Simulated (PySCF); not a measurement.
# H12OSi6 (SMILES [SiH3]O[SiH]1[SiH2][SiH2][SiH2][SiH2]1): what the fields show

```yaml
atoms:
  - { symbol: Si, position_ang: [-2.3298, 0.3826, 1.3264] }
  - { symbol: O, position_ang: [-2.2181, 0.0960, -0.3047] }
  - { symbol: Si, position_ang: [-1.0657, -0.1387, -1.4924] }
  - { symbol: Si, position_ang: [0.2863, -1.9940, -0.9528] }
  - { symbol: Si, position_ang: [1.7021, -1.1998, 0.7622] }
  - { symbol: Si, position_ang: [1.6702, 1.1595, 0.5661] }
  - { symbol: Si, position_ang: [0.5247, 1.5982, -1.4441] }
  - { symbol: H, position_ang: [-1.9911, 1.8060, 1.6253] }
  - { symbol: H, position_ang: [-3.7233, 0.0929, 1.7628] }
  - { symbol: H, position_ang: [-1.3745, -0.5032, 2.0635] }
  - { symbol: H, position_ang: [-1.7827, -0.2792, -2.7938] }
  - { symbol: H, position_ang: [1.1327, -2.3123, -2.1487] }
  - { symbol: H, position_ang: [-0.4827, -3.2141, -0.5551] }
  - { symbol: H, position_ang: [3.0923, -1.7316, 0.6059] }
  - { symbol: H, position_ang: [1.1836, -1.6049, 2.1061] }
  - { symbol: H, position_ang: [3.0446, 1.7490, 0.5950] }
  - { symbol: H, position_ang: [0.8821, 1.7295, 1.7056] }
  - { symbol: H, position_ang: [-0.0457, 2.9793, -1.5085] }
  - { symbol: H, position_ang: [1.4671, 1.3930, -2.5920] }
```

Geometry: PBE0-D3(BJ)/def2-SVP.

Level of theory: PySCF 2.14.0, PBE0/pcSseg-1, SCF density, gas phase, non-relativistic.

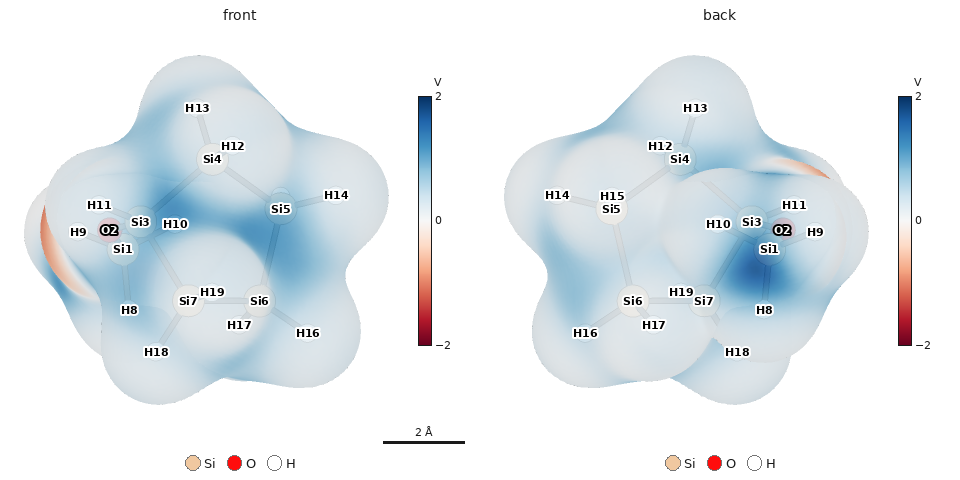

Figure 1. The molecular electrostatic potential painted on the density surface at 0.002 e/bohr³, seen from the front and from behind; red is negative and blue positive.

**Where is the surface potential most negative and most positive?**

The most negative region (about −0.9 V) lies over O2, the most positive (about +1.5 V) over Si1.

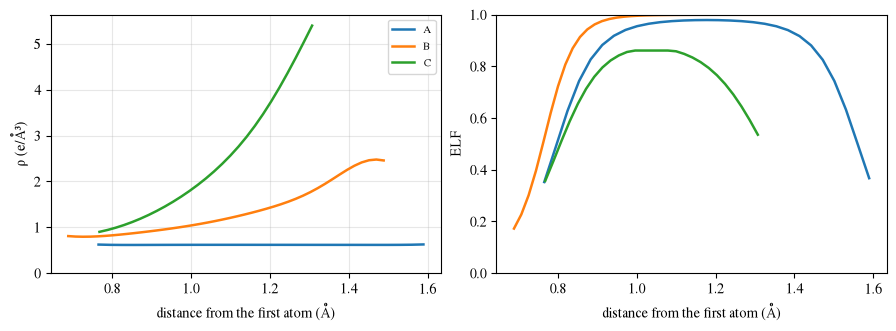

Figure 2. Electron density and ELF along straight lines between neighbouring atoms. The curves leave out the atomic cores.

**Which curve belongs to which contact (Si–H, Si–O and Si–Si)? The first atom named is at distance zero.**

Curve A: Si–Si (2.35 Å): the density is about 0.62 e/Å³ at the midpoint; the ELF peaks at about 1 between the atoms (a shared electron pair). Curve B: Si–H (1.49 Å): ρ at the midpoint is about 0.8 e/Å³; the ELF climbs to about 1 towards the hydrogen, as it does in any bond to H. Curve C: Si–O (1.66 Å): ρ at the midpoint is about 1 e/Å³; the ELF peaks at about 0.85 between the atoms, as expected for a polar covalent bond.
